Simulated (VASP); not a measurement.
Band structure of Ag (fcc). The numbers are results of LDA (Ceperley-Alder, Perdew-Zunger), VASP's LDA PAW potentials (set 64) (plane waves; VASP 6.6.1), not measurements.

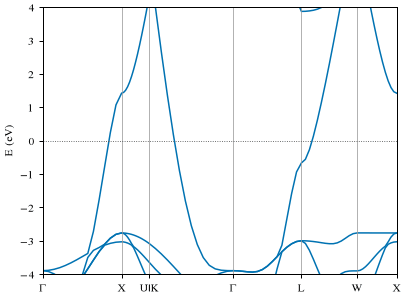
Figure. Bands along high-symmetry lines, zero at the valence-band maximum or, without a gap, the Fermi level

### Question
Read the plot: is there a gap, and where are the band edges?

### Answer
It has no gap at this level: it comes out as a metal or semimetal. (Edges off the drawn lines would not show.)

The compound is Ag in the fcc structure. It was relaxed first, which changed the volume by -6 %.
